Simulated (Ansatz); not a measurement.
**TiOCl2 (TiCl2O): inputs that go wrong**

4 inputs were typed for TiOCl2 (TiCl2O). Each is run as it stands; the log then has to tell whether the result can be used.

Computed with Ansatz 0.2.0, Gaussian basis. Level: the settings change from run to run.

2 further runs of the same task are left out: 2 set aside as unsound or not needed. Runs told in other sessions of the task aren't counted.

## 1. The molecule

An earlier PBE-D4/def2-SVP relaxation fixed the geometry.

4 atoms, charge 0, spin multiplicity 1.

Atoms are counted from 1 here; the program's logs count them from 0.

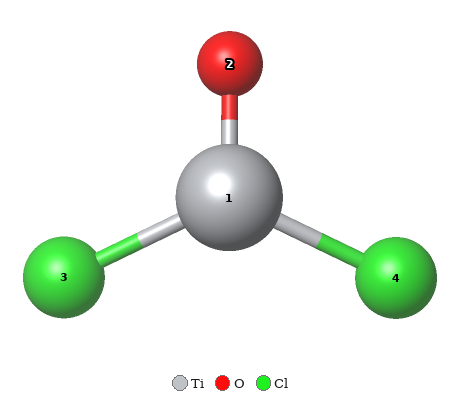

The structure; titanium light grey, oxygen red, chlorine green; atoms are numbered from 1 in the order of the file.

## 2. Try 1

Input file in.yaml:

```yaml
crystal:
  periodic: [false, false, false]
  atoms:
    - {symbol: Ti, position_ang: [0.072248, -0.001813, 0.252402]}
    - {symbol: O, position_ang: [1.659518, -0.022942, 0.093636]}
    - {symbol: Cl, position_ang: [-0.838993, 1.982548, -0.166599]}
    - {symbol: Cl, position_ang: [-0.892783, -1.957782, -0.179449]}
basis:
  gaussian: {orbitals: def2-SVPD, fitting: {mean_field: cc-pVTZ-jkfit}}
hamiltonian: {xc: {name: HF}}
correlation: {method: ccsd}
scf: {lower_state_search: light}
```

On the command line:

```bash
$ ansatz run in.yaml --threads 4 --pin off --events-out ev --progress --plain --max-ram 3916MiB
```

What it wrote:

```text
Functional definition: HF
  name "HF"
  cite "Fock, Z. Phys. 61, 126 (1930) doi:10.1007/BF01340294"
  parent pbe
  exchange = exact_x
  correlation = 0
Error: <dir> the basis set cc-pVTZ-JKFIT has no functions for Ti
```

Wall time 0.05 s (4 threads of Arm Neoverse V2, shared host).

What is wrong: Refused before any calculation. The fitting set named has no entry for an element of this molecule. Cure: leave the fitting key out, or name a set that covers all elements and suits the basis.

## 3. Try 2

Input file in.yaml:

```yaml
crystal:
  periodic: [false, false, false]
  atoms:
    - {symbol: Ti, position_ang: [0.072248, -0.001813, 0.252402]}
    - {symbol: O, position_ang: [1.659518, -0.022942, 0.093636]}
    - {symbol: Cl, position_ang: [-0.838993, 1.982548, -0.166599]}
    - {symbol: Cl, position_ang: [-0.892783, -1.957782, -0.179449]}
basis:
  gaussian: {orbitals: def2-TZVP, fitting: {mean_field: cc-pVTZ-jkfit}, point_charges: [{charge: 1.00, position_ang: [6.354, -0.563, 0.009]}]}
magnetization: {spin_polarized: false, initial_magnetization: 2}
hamiltonian: {xc: {name: PBE0}}
scf: {lower_state_search: off}
```

The command is unchanged.

What it wrote:

```text
Functional definition: PBE0
  name "PBE0"
  cite "Adamo & Barone, J. Chem. Phys. 110, 6158 (1999) doi:10.1063/1.478522"
  cite "Perdew, Burke & Ernzerhof, Phys. Rev. Lett. 77, 3865 (1996) doi:10.1103/PhysRevLett.77.3865"
  parent pbe
  parameter a = 0.25
  parameter kappa = 0.804
  parameter beta = 0.06672455060314922
  exchange = (1 - a)*pbe_x(kappa = kappa, mu = beta*pi^2/3) + a*exact_x
  correlation = pbe_c(beta = beta)
these checks for a lower state are left out or cut short: stability, starts, cluster_reference, orbital_swaps, neighbouring_geometries, increment
Error: <dir> the basis set cc-pVTZ-JKFIT has no functions for Ti
```

Run time: 0.05 s. Hardware: 4 threads of Arm Neoverse V2, shared host.

**Diagnosis.** Refused before any calculation. The fitting set named has no entry for an element of this molecule. Cure: leave the fitting key out, or name a set that covers all elements and suits the basis. The input also asks for charge 0 and multiplicity 3, not those of the species named; set them back first.

## 4. Try 3

Input file in.yaml:

```yaml
crystal:
  periodic: [false, false, false]
  atoms:
    - {symbol: Ti, position_ang: [0.072248, -0.001813, 0.252402]}
    - {symbol: O, position_ang: [1.659518, -0.022942, 0.093636]}
    - {symbol: Cl, position_ang: [-0.838993, 1.982548, -0.166599]}
    - {symbol: Cl, position_ang: [-0.892783, -1.957782, -0.179449]}
basis:
  gaussian: {orbitals: pcseg-2}
magnetization: {spin_polarized: true, initial_magnetization: 1}
hamiltonian: {xc: {name: PBE0}, pseudopotentials: {relativity: scalar}}
output: {forces: true}
```

The command is unchanged.

What it wrote:

```text
Error: a molecule whose nuclei and cores have a total charge of 64 cannot have a net charge of 0 together with 1 unpaired electrons
```

Run time: 0.05 s. Hardware: 4 threads of Arm Neoverse V2, shared host.

What is wrong: Refused before any calculation. The number of unpaired electrons doesn't fit the electron count. Fix: make charge and initial_magnetization agree: an even electron count takes an even number of unpaired electrons.

## 5. Try 4

Input file in.yaml:

```yaml
crystal:
  periodic: [false, false, false]
  atoms:
    - {symbol: Ti, position_ang: [0.072248, -0.001813, 0.252402]}
    - {symbol: O, position_ang: [1.659518, -0.022942, 0.093636]}
    - {symbol: Cl, position_ang: [-0.838993, 1.982548, -0.166599]}
    - {symbol: Cl, position_ang: [-0.892783, -1.957782, -0.179449]}
basis:
  gaussian: {orbitals: LANL2DZ}
magnetization: {spin_polarized: true, initial_magnetization: 0}
hamiltonian: {xc: {name: HF}}
correlation: {method: ccsd_t}
```

Launched as before.

What it wrote:

```text
Error: <dir> can't be read: No such file or directory (os error 2)
```

It took 0.05 s on 4 threads of Arm Neoverse V2, shared host.

What is wrong: The program refused the input before any cycle. Its message: «<dir> can't be read: No such file or directory (os error 2)» The basis set isn't in the library under that name. What to do: choose a basis that the program's library holds for every element.

## 6. Summary

```csv
try,level,ended,cause,time
1,CCSD/def2-SVPD,refused,the fitting set named has no entry for an element of this molecule,0.05 s
2,PBE0/def2-TZVP,refused,the fitting set named has no entry for an element of this molecule,0.05 s
3,PBE0/pcseg-2,refused,the number of unpaired electrons doesn't fit the electron count,0.05 s
4,CCSD(T)/LANL2DZ,refused,the basis set isn't in the library under that name,0.05 s
```

4 refused. A refusal costs next to no computing time.
